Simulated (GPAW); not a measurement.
# TiPd (Pm-3m): the Ti K absorption edge, part 2 of 3

How does the Ti K edge of TiPd (Pm-3m) move when the bonds are compressed or stretched?

GPAW 26.7.0; X-ray absorption from dipole matrix elements to empty bands, plane-wave PAW LDA.

So far. Step 2 (The field without a hole): The mesh shows no gap, so the system is treated as a metal and the core electron is put at the Fermi level (neutral cell).

## (4) Spectrum with XCH, Ti atom 2

The holes are 5.5 Å apart. In GPAW the data set carries the hole's charge, so charge=0 means a charged cell and charge=-1 a neutral one. The excited electron is kept in the cell, where it fills the lowest empty states and screens the hole. After the field has converged, empty bands are computed with the density fixed and the dipole matrix elements are summed.

The absorber has 8 Pd at 2.75 Å and 6 Ti at 3.18 Å (cube and octahedron, as in bcc, site symmetry m-3m).

xas.py reads:

```python
import numpy as np
from ase import Atoms
from ase.parallel import parprint, paropen
from gpaw import GPAW, PW, FermiDirac, Mixer, MixerDif, setup_paths
from gpaw.test import gen
setup_paths.insert(0, '.')
gen('Ti', name='fch1s', xcname='LDA', corehole=(1, 0, 1), write_xml=True)
from gpaw.mpi import world
world.barrier()

atoms = Atoms('Pd4Ti4',
    cell=[[3.18, 3.18, 3.18],
     [-3.18, 3.18, -3.18],
     [-3.18, -3.18, 3.18]],
    scaled_positions=[[0, 0, 0],
     [0, 0.5, 0.5],
     [0.5, 0, 0.5],
     [0.5, 0.5, 0],
     [0.5, 0, 0],
     [0.5, 0.5, 0.5],
     [0, 0, 0.5],
     [0, 0.5, 0]],
    pbc=True)
atoms.calc = calc = GPAW(legacy_gpaw=True, mode=PW(430), xc='LDA', setups={4: 'fch1s'},
    kpts={'size': (6, 6, 6), 'gamma': True}, occupations=FermiDirac(0.1),
    charge=-1, mixer=Mixer(0.1, 5, 50), maxiter=150,
    convergence={'density': 0.0001}, txt='scf.txt')
energy = atoms.get_potential_energy() + calc.get_reference_energy()
ef = calc.get_fermi_level()
out = dict(energy=energy, fermi=ef, forces=atoms.get_forces().tolist())
parprint(f'all-electron energy {energy:.4f} eV, Fermi level {ef:.4f} eV')
ev = np.array([[calc.get_eigenvalues(k, s) for k in range(len(calc.get_ibz_k_points()))] for s in range(calc.get_number_of_spins())])
out['homo'], out['lumo'], out['counts'] = ev[ev < ef].max(), ev[ev > ef].min(), sorted(set((ev < ef).sum((0, 2)).tolist()))
out['filled'] = (ev[:, 0] < ef).sum(1).tolist()

from ase.units import Ha
from gpaw.xas import dipole_matrix_elements
nb = int(calc.get_number_of_electrons() / 2) + 120
top, nb = nb, nb + 8 + nb // 12
nscf = calc.fixed_density(kpts={'size': (6, 6, 6), 'gamma': True}, nbands=nb,
    convergence={'bands': top, 'eigenstates': 1e-5}, maxiter=60, txt='nscf.txt')
cell = atoms.cell.array
ops = [cell.T @ U.T @ np.linalg.inv(cell.T) for U in nscf.wfs.kd.symmetry.op_scc]
E = np.arange(-6, 34, 0.1)
fwhm = np.interp(E, [4, 25], [0.94, 3.5])
Y, X, zero, highest = 0, 0, 1e9, 1e9
for spin in range(nscf.get_number_of_spins()):
    wfs = nscf.wfs
    A = dipole_matrix_elements(wfs.setups[4])
    eps = np.zeros((wfs.kd.nibzkpts, nb))
    d = np.zeros((3, A.shape[1], wfs.kd.nibzkpts, nb), complex)
    for kpt in wfs.kpt_u:
        if kpt.s == spin and 4 in kpt.P_ani:
            eps[kpt.k] = kpt.eps_n * Ha
            d[:, :, kpt.k] = (kpt.weight * wfs.nspins / 2) ** 0.5 * np.inner(A, kpt.P_ani[4])
    world.sum(eps)
    world.sum(d)
    T = np.einsum('amkn,bmkn->abkn', d, d.conj()).real
    T = sum(np.einsum('ai,ijkn,bj->abkn', R, T, R) for R in ops) / len(ops)
    empty = eps > ef
    zero, highest = min(zero, eps[empty].min()), min(highest, eps[:, top - 1].min())
    lines = [(eps, T, empty)] if spin == 0 else lines + [(eps, T, empty)]
for eps, T, empty in lines:
    f = np.einsum('aakn->akn', T).reshape(3, -1)
    x = eps.ravel() - zero
    w = np.interp(x, E, fwhm) / 2.35482
    g = np.exp(-0.5 * ((E[:, None] - x) / w) ** 2) / (w * (2 * np.pi) ** 0.5)
    Y = Y + (f * empty.ravel()) @ g.T
    X = X + (f * ~empty.ravel()) @ g.T
out.update(E=E.round(2).tolist(), xas=Y.tolist(), xes=X.tolist(), zero=zero, valid=highest - zero, nk=len(eps), nb=nb)
for i in range(0, len(E), 10):
    parprint(f'{E[i]:7.2f}', *(f'{v:10.3e}' for v in Y[:, i]))
import json
with paropen('out.json', 'w') as f:
    json.dump(out, f)
```

Started as:

```sh
> OMP_NUM_THREADS=1 mpirun -n 2 gpaw python xas.py
```

Numbers of over 12 decimals in the logs are rounded to 6 here.

What it wrote:

```text
Input parameters:
  charge: -1
  convergence: {density: 0.0001}
  kpts: {gamma: True,
         size: (6, 6, 6)}
  maxiter: 150
  mixer: {backend: pulay,
          beta: 0.1,
          method: separate,
          nmaxold: 5,
          weight: 50}
  mode: {ecut: 430.0,
         name: pw}
  occupations: {fixmagmom: False,
                name: fermi-dirac,
                width: 0.1}
  setups: {4: fch1s}

Initialize ...

[... PAW data sets ...]

Reference energy: -636105.769285  # eV

Spin-paired calculation

[... convergence settings ...]
Symmetries present (total): 12
  [... symmetry matrices ...]

216 k-points: 6 x 6 x 6 Monkhorst-Pack grid + [1/12,1/12,1/12]
32 k-points in the irreducible part of the Brillouin zone
       k-points in crystal coordinates                weights
   0:     0.00000000    0.00000000    0.00000000          1/216
   1:     0.00000000    0.16666667    0.00000000          6/216
   2:     0.00000000    0.33333333   -0.16666667          6/216
   3:     0.00000000    0.33333333    0.00000000          6/216
   4:     0.00000000    0.33333333    0.33333333          2/216
   5:     0.00000000    0.50000000    0.33333333         12/216
   6:     0.00000000    0.50000000    0.50000000          3/216
   7:     0.16666667    0.00000000    0.00000000          6/216
   8:     0.16666667    0.16666667   -0.16666667          6/216
   9:     0.16666667    0.16666667    0.00000000         12/216
          ...
  31:     0.50000000    0.50000000    0.50000000          1/216

Wave functions: Plane wave expansion
  Cutoff energy: 430.000 eV
  Number of coefficients (min, max): 2587, 2624
  Pulay-stress correction: 0.000000 eV/Ang^3 (de/decut=0.000000)
  Using FFTW library
  Wavefunction extrapolation:
    Improved wavefunction reuse through dual PAW basis

Occupation numbers: Fermi-Dirac:
  width: 0.1000  # eV

Eigensolver
   Davidson(niter=2)

Densities:
  Coarse grid: 27*27*27 grid
  Fine grid: 54*54*54 grid
  Total Charge: 0.000000

Density mixing:
  Method: separate
  Backend: pulay
  Linear mixing parameter: 0.1
  old densities: 5
  Width of damping distribution: 1.1
  Damping of long wavelength oscillations: 50

[... Hamiltonian set-up ...]
Number of atoms: 8
Number of atomic orbitals: 100
Number of bands in calculation: 72
Number of valence electrons: 113
Bands to converge: occupied

... initialized

Initializing position-dependent things.

Density initialized from atomic densities
Creating initial wave functions:
  72 bands from LCAO basis set

                Pd

             Ti      Ti
           Ti     Pd
        Pd      Pd

             Ti

Atomic positions and initial magnetic moments

Positions:
   0 Pd     0.000000    0.000000    0.000000    ( 0.0000,  0.0000,  0.0000)
   1 Pd    -3.180000    0.000000    0.000000    ( 0.0000,  0.0000,  0.0000)
   2 Pd     0.000000    0.000000    3.180000    ( 0.0000,  0.0000,  0.0000)
   3 Pd     0.000000    3.180000    0.000000    ( 0.0000,  0.0000,  0.0000)
   4 Ti     1.590000    1.590000    1.590000    ( 0.0000,  0.0000,  0.0000)
   5 Ti    -1.590000    1.590000    1.590000    ( 0.0000,  0.0000,  0.0000)
   6 Ti    -1.590000   -1.590000    1.590000    ( 0.0000,  0.0000,  0.0000)
   7 Ti    -1.590000    1.590000   -1.590000    ( 0.0000,  0.0000,  0.0000)

Unit cell:
           periodic     x           y           z      points  spacing
  1. axis:    yes    3.180000    3.180000    3.180000    27     0.1666
  2. axis:    yes   -3.180000    3.180000   -3.180000    27     0.1666
  3. axis:    yes   -3.180000   -3.180000    3.180000    27     0.1666

  Lengths:   5.507922   5.507922   5.507922
  Angles:  109.471221 109.471221 109.471221

Effective grid spacing dv^(1/3) = 0.1870

iter:   1  -126.538090
iter:   2   -74.104448   +0.13  -0.97
iter:   3   -69.568970   -0.50  -1.27
iter:   4   -67.677784   -0.94  -1.33
iter:   5   -67.905614   -0.79  -1.56
iter:   6   -67.130349   -1.58  -1.49
iter:   7   -66.604202   -1.82  -1.71
iter:   8   -66.511880   -2.01  -1.90
iter:   9   -66.275022   -1.65  -1.85
iter:  10   -66.256187   -2.84  -2.49
iter:  11   -66.257092c  -3.34  -3.04
iter:  12   -66.257641c  -3.87  -3.07
iter:  13   -66.257592c  -4.29  -3.07
iter:  14   -66.257719c  -4.83  -3.21
iter:  15   -66.257310c  -4.78  -3.27
iter:  16   -66.257264c  -5.28  -3.99
iter:  17   -66.257298c  -5.62  -3.87
iter:  18   -66.257253c  -5.99  -4.38c
iter:  19   -66.257235c  -6.29  -4.01c
iter:  20   -66.257216c  -6.57  -4.35c
iter:  21   -66.257223c  -7.19  -4.60c
iter:  22   -66.257231c  -7.32  -4.64c
iter:  23   -66.257222c  -7.48c -4.78c

Converged after 23 iterations.

Dipole moment: (0.000000, -0.000000, -0.000000) |e|*Ang

Energy contributions relative to reference atoms: (reference = -636105.769285)

Kinetic:         -4.882987
Potential:      -20.237220
External:        +0.000000
XC:             -40.077166
Entropy (-ST):   -0.478468
Local:           -0.820616
SIC:             +0.000000
--------------------------
Free energy:    -66.496456
Extrapolated:   -66.257222

Showing only first 2 kpts
 Kpt  Band  Eigenvalues  Occupancy
  0    54      9.59351    0.00917
  0    55      9.59351    0.00917
  0    56      9.59351    0.00917
  0    57      9.61598    0.00733

  1    54      9.19461    0.39821
  1    55      9.31310    0.14130
  1    56      9.34808    0.10171
[...]
Fermi level: 9.05542

No gap
No difference between direct/indirect transitions

Forces in eV/Ang:
  0 Pd   -0.00000    0.00000   -0.00000
  1 Pd    0.00000    0.00000    0.00000
  2 Pd    0.00000    0.00000   -0.00000
  3 Pd   -0.00000   -0.00000    0.00000
  4 Ti   -0.00000   -0.00000   -0.00000
  5 Ti    0.00000    0.00000    0.00000
  6 Ti   -0.00000   -0.00000    0.00000
  7 Ti   -0.00000   -0.00000   -0.00000
Scalar-relativistic atomic LDA calculation for Ti (Titanium, Z=22)
Core hole in 1s state (1s occupation: 1.0)
600 radial gridpoints.
|------------------------------------------------|
|------------------------------------------------|
[... the atom generator's iteration count ...]

Energy contributions:
-------------------------
Kinetic:     +672.671614
XC:           -34.028348
Potential:  -1307.172598
-------------------------
Total:       -668.529332

state      eigenvalue         ekin         rmax
-----------------------------------------------
1s^1.0 :  -187.828620   240.500426        0.045
2s^2.0 :   -22.002726    43.832967        0.262
2p^6.0 :   -18.989232    43.629197        0.209
3s^2.0 :    -2.983269     9.467322        0.829
3p^6.0 :    -2.108060     8.391345        0.840
3d^2.0 :    -0.666650     5.344221        0.850
4s^2.0 :    -0.460559     1.379460        2.509
4p^0.0 :    -0.300118     0.992184        2.957
-----------------------------------------------
(units: Bohr and Hartree)

Generating PAW setup
Kinetic energy of the core from tauc = 593.006444694578
Cutoffs:
rc(s)=2.400
rc(p)=2.000
rc(d)=2.000
rc(vbar)=1.800
rc(comp)=2.300
rc(nct)=2.400

Kinetic energy of the core states: 589.941539
Charge: 1.0
Core electrons: 9.0
Valence electrons: 12.0
Pseudo-core charge: 0.000000
Shape function alpha=1.890
Pseudo-electron charge 5.350237
state    eigenvalue         norm
--------------------------------
3s(2) :    -2.983269     0.223229
4s(2) :    -0.460559     1.020774
3p(6) :    -2.108060     0.336604
4p(0) :    -0.300118     0.967107
3d(2) :    -0.666650     0.421304
*d    :     0.333350
--------------------------------

Diagonalizing with gridspacing h=0.050

state   all-electron     PAW
-------------------------------
3s:      -2.983269    -2.983558
3p:      -2.108060    -2.108705
3d:      -0.666650    -0.667242
*f:                   -0.026873
-------------------------------
all-electron energy -636172.0265 eV, Fermi level 9.0554 eV
[...]
31.00  4.354e-07  4.354e-07  4.354e-07
  32.00  4.388e-07  4.388e-07  4.388e-07
  33.00  4.439e-07  4.439e-07  4.439e-07
```

Elapsed: 5.7 min, on 2 MPI ranks of Arm Neoverse V2, shared host; peak memory 0.53 GiB; 11 min of CPU time.

The Ti K spectrum, Ti atom 2, excited-electron core hole (neutral cell) (energy from the lowest empty level; intensity scaled to a mean of 1 over the first 20 eV):

```csv
E (eV),intensity
-2.0,0.00
-0.5,0.08
1.0,0.48
2.5,0.30
4.0,0.75
5.5,0.57
7.0,0.51
8.5,1.15
10.0,1.17
11.5,1.34
13.0,1.34
14.5,1.37
16.0,1.63
17.5,1.42
19.0,0.93
20.5,0.78
22.0,0.86
23.5,0.98
25.0,0.94
26.5,0.78
28.0,0.73
29.5,0.83
31.0,0.91
```

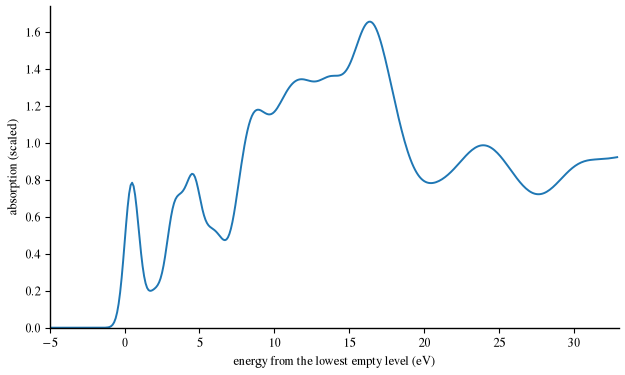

The Ti K edge, Ti atom 2, excited-electron core hole (neutral cell): main maxima at 8.9, 16.4 and 24.0 eV.

Main maxima below 30 eV (height): 0.5 eV (0.78), 4.5 eV (0.83), 8.9 eV (1.18), 16.4 eV (1.66) and 24.0 eV (0.99). A K edge sees empty p states. The weak features of the first eV are p character mixed into the empty d bands; the main 4p edge lies above them.

The total-energy difference is 4970.22 eV. One term is added: -22.68 eV, since the hole is spin-paired here and a spin-polarised one costs that much less in the free atom (computed apart). The photon energy is then 4947.54 eV. The tabulated edge of the element is 4966 eV. The functional leaves an error in such absolute values: in the free atom LDA prices this hole 13.2 eV below PBE (computed apart), and PBE is itself good to a few eV.

## (5) Supercell without a hole, the energy reference

The cell changes for the next run, so it gets a reference energy of its own.

The cell differs from the one that the last finished run ended in (a 5.508 → 5.395 Å, b 5.508 → 5.395 Å, c 5.508 → 5.395 Å).

scf.py reads:

```python
import numpy as np
from ase import Atoms
from ase.parallel import parprint, paropen
from gpaw import GPAW, PW, FermiDirac, Mixer, MixerDif, setup_paths
from gpaw.test import gen
setup_paths.insert(0, '.')
gen('Ti', name='nch1s', xcname='LDA', corehole=(1, 0, 0), write_xml=True)
from gpaw.mpi import world
world.barrier()

atoms = Atoms('Pd4Ti4',
    cell=[[3.11508383, 3.11508383, 3.11508383],
     [-3.11508383, 3.11508383, -3.11508383],
     [-3.11508383, -3.11508383, 3.11508383]],
    scaled_positions=[[0, 0, 0],
     [0, 0.5, 0.5],
     [0.5, 0, 0.5],
     [0.5, 0.5, 0],
     [0.5, 0, 0],
     [0.5, 0.5, 0.5],
     [0, 0, 0.5],
     [0, 0.5, 0]],
    pbc=True)
atoms.calc = calc = GPAW(legacy_gpaw=True, mode=PW(430), xc='LDA', setups={4: 'nch1s'},
    kpts={'size': (6, 6, 6), 'gamma': True}, occupations=FermiDirac(0.1),
    charge=0, mixer=Mixer(0.1, 5, 50), maxiter=150,
    convergence={'density': 0.0001}, txt='scf.txt')
energy = atoms.get_potential_energy() + calc.get_reference_energy()
ef = calc.get_fermi_level()
out = dict(energy=energy, fermi=ef, forces=atoms.get_forces().tolist())
parprint(f'all-electron energy {energy:.4f} eV, Fermi level {ef:.4f} eV')
ev = np.array([[calc.get_eigenvalues(k, s) for k in range(len(calc.get_ibz_k_points()))] for s in range(calc.get_number_of_spins())])
out['homo'], out['lumo'], out['counts'] = ev[ev < ef].max(), ev[ev > ef].min(), sorted(set((ev < ef).sum((0, 2)).tolist()))
out['filled'] = (ev[:, 0] < ef).sum(1).tolist()
import json
with paropen('out.json', 'w') as f:
    json.dump(out, f)
```

Started as:

```sh
> OMP_NUM_THREADS=1 mpirun -n 2 gpaw python scf.py
```

What it wrote:

```text
Input parameters:
  convergence: {density: 0.0001}
  kpts: {gamma: True,
         size: (6, 6, 6)}
  maxiter: 150
  mixer: {backend: pulay,
          beta: 0.1,
          method: separate,
          nmaxold: 5,
          weight: 50}
  mode: {ecut: 430.0,
         name: pw}
  occupations: {fixmagmom: False,
                name: fermi-dirac,
                width: 0.1}
  setups: {4: nch1s}

Initialize ...

[...]
4s(2) :    -0.168799     0.990650
3p(6) :    -1.425558     0.436626
4p(0) :    -0.056429     0.981035
3d(2) :    -0.164024     0.588737
*d    :     0.835976
--------------------------------

Diagonalizing with gridspacing h=0.050

state   all-electron     PAW
-------------------------------
3s:      -2.287902    -2.288205
3p:      -1.425558    -1.426242
3d:      -0.164024    -0.164519
*f:                    0.065395
-------------------------------
all-electron energy -641142.5777 eV, Fermi level 10.1435 eV
[key lines of the parts left out:]
Converged after 23 iterations.
Dipole moment: (0.000000, 0.000000, 0.000000) |e|*Ang
Free energy:    -54.654788
Fermi level: 10.14349
```

Wall time 2 min (2 MPI ranks); peak memory 0.31 GiB; 4.1 min of CPU time.

Reference energy: -641142.578 eV with the cores included.

## (6) Spectrum with XCH, Ti atom 2

Shorter bonds are expected to push antibonding states and scattering resonances up, and longer ones down; the cell is scaled to test that.

Changed against the first core-hole run: volume scale from 1 to 0.94.

Edit xas.py of step 4 so:

```diff
@@ -11,5 +11,5 @@
 atoms = Atoms('Pd4Ti4',
-    cell=[[3.18, 3.18, 3.18],
-     [-3.18, 3.18, -3.18],
-     [-3.18, -3.18, 3.18]],
+    cell=[[3.11508383, 3.11508383, 3.11508383],
+     [-3.11508383, 3.11508383, -3.11508383],
+     [-3.11508383, -3.11508383, 3.11508383]],
     scaled_positions=[[0, 0, 0],
@@ -37,3 +37,3 @@
 from gpaw.xas import dipole_matrix_elements
-nb = int(calc.get_number_of_electrons() / 2) + 120
+nb = int(calc.get_number_of_electrons() / 2) + 115
 top, nb = nb, nb + 8 + nb // 12
```

Started as:

```sh
> OMP_NUM_THREADS=1 mpirun -n 2 gpaw python xas.py
```

What it wrote:

```text
Input parameters:
  charge: -1
  convergence: {density: 0.0001}
  kpts: {gamma: True,
         size: (6, 6, 6)}
  maxiter: 150
  mixer: {backend: pulay,
          beta: 0.1,
          method: separate,
          nmaxold: 5,
          weight: 50}
  mode: {ecut: 430.0,
         name: pw}
  occupations: {fixmagmom: False,
                name: fermi-dirac,
                width: 0.1}
  setups: {4: fch1s}

Initialize ...

[...]
*d    :     0.333350
--------------------------------

Diagonalizing with gridspacing h=0.050

state   all-electron     PAW
-------------------------------
3s:      -2.983269    -2.983558
3p:      -2.108060    -2.108705
3d:      -0.666650    -0.667242
*f:                   -0.026873
-------------------------------
all-electron energy -636172.5043 eV, Fermi level 9.9336 eV
[...]
32.00  4.130e-07  4.130e-07  4.130e-07
  33.00  4.155e-07  4.155e-07  4.155e-07
[key lines of the parts left out:]
Converged after 29 iterations.
Dipole moment: (0.000000, 0.000000, 0.000000) |e|*Ang
Free energy:    -66.958597
Fermi level: 9.93356
```

It took 5.6 min on 2 MPI ranks; peak memory 0.51 GiB; 11 min of CPU time.

| E (eV) | first run | this run |
| --- | --- | --- |
| -2.0 | 0.00 | 0.00 |
| -1.0 | 0.00 | 0.00 |
| 0.0 | 0.46 | 0.47 |
| 1.0 | 0.48 | 0.57 |
| 2.0 | 0.21 | 0.21 |
| 3.0 | 0.55 | 0.42 |
| 4.0 | 0.75 | 0.75 |
| 5.0 | 0.72 | 0.85 |
| 6.0 | 0.53 | 0.57 |
| 7.0 | 0.51 | 0.48 |
| 8.0 | 0.98 | 0.73 |
| 9.0 | 1.18 | 1.15 |
| 10.0 | 1.17 | 1.17 |
| 11.0 | 1.30 | 1.23 |
| 12.0 | 1.34 | 1.35 |
| 13.0 | 1.34 | 1.36 |
| 14.0 | 1.36 | 1.35 |
| 15.0 | 1.42 | 1.32 |
| 16.0 | 1.63 | 1.43 |
| 17.0 | 1.57 | 1.61 |
| 18.0 | 1.24 | 1.48 |
| 19.0 | 0.93 | 1.14 |
| 20.0 | 0.79 | 0.87 |
| 21.0 | 0.79 | 0.77 |
| 22.0 | 0.86 | 0.79 |
| 23.0 | 0.95 | 0.85 |
| 24.0 | 0.99 | 0.93 |
| 25.0 | 0.94 | 0.97 |
| 26.0 | 0.83 | 0.94 |
| 27.0 | 0.74 | 0.84 |
| 28.0 | 0.73 | 0.74 |
| 29.0 | 0.79 | 0.70 |
| 30.0 | 0.87 | 0.74 |
| 31.0 | 0.91 | 0.82 |
| 32.0 | 0.91 | 0.86 |

Against the first run the r.m.s. difference is 10 %. The highest intensity below 24 eV goes from 16.4 eV (1.66) to 17.1 eV (1.62).

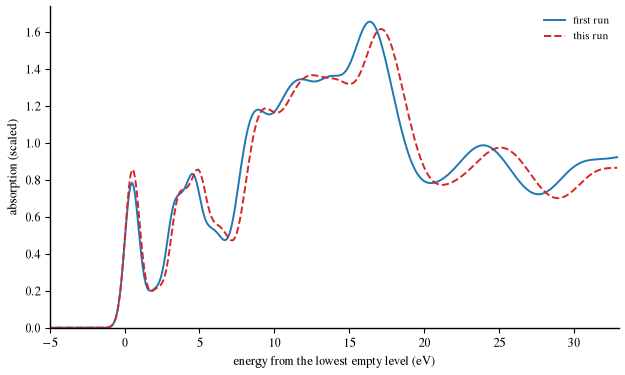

The effect of the change (volume scale from 1 to 0.94).

The photon energy of the zero moves by -0.14 eV.

## (7) Reference energy of the supercell

The cell changes for the next run, so it gets a reference energy of its own.

The cell differs from the one that the last finished run ended in (a 5.395 → 5.452 Å, b 5.395 → 5.452 Å, c 5.395 → 5.452 Å).

Edit scf.py of step 5 so:

```diff
@@ -11,5 +11,5 @@
 atoms = Atoms('Pd4Ti4',
-    cell=[[3.11508383, 3.11508383, 3.11508383],
-     [-3.11508383, 3.11508383, -3.11508383],
-     [-3.11508383, -3.11508383, 3.11508383]],
+    cell=[[3.14787659, 3.14787659, 3.14787659],
+     [-3.14787659, 3.14787659, -3.14787659],
+     [-3.14787659, -3.14787659, 3.14787659]],
     scaled_positions=[[0, 0, 0],
```

Started as:

```sh
> OMP_NUM_THREADS=1 mpirun -n 2 gpaw python scf.py
```

What it wrote:

```text
Input parameters:
  convergence: {density: 0.0001}
  kpts: {gamma: True,
         size: (6, 6, 6)}
  maxiter: 150
  mixer: {backend: pulay,
          beta: 0.1,
          method: separate,
          nmaxold: 5,
          weight: 50}
  mode: {ecut: 430.0,
         name: pw}
  occupations: {fixmagmom: False,
                name: fermi-dirac,
                width: 0.1}
  setups: {4: nch1s}

Initialize ...

[...]
4s(2) :    -0.168799     0.990650
3p(6) :    -1.425558     0.436626
4p(0) :    -0.056429     0.981035
3d(2) :    -0.164024     0.588737
*d    :     0.835976
--------------------------------

Diagonalizing with gridspacing h=0.050

state   all-electron     PAW
-------------------------------
3s:      -2.287902    -2.288205
3p:      -1.425558    -1.426242
3d:      -0.164024    -0.164519
*f:                    0.065395
-------------------------------
all-electron energy -641142.4680 eV, Fermi level 9.6881 eV
[key lines of the parts left out:]
Converged after 21 iterations.
Dipole moment: (0.000000, 0.000000, 0.000000) |e|*Ang
Free energy:    -54.552272
Fermi level: 9.68807
```

It took 2 min on 2 MPI ranks; peak memory 0.31 GiB; 4 min of CPU time.

Reference energy: -641142.468 eV with the cores included.

(Part 2 of 3 ends here.)

[Banner, clock and machine lines of the logs are left out without a mark of their own.]

[Logs are printed without paths, hosts, clocks, repeated set-up lines and the standing remarks that a program may print on its own settings, such as how far it seeks lower states.]

[Hosts, paths, dates, database ids (printed as entryN), source tags and the programs' standing remarks are cut or masked in the printed files.]

[Lists of maxima count a maximum above −3 eV only where it reaches 4 % of the highest in the window and stands out from its surroundings by 2 % of it (1.5 % where it reaches 55 %); shoulders and weaker maxima are passed over, and of the rest the first, up to two pre-edge ones and the few strongest are named.]
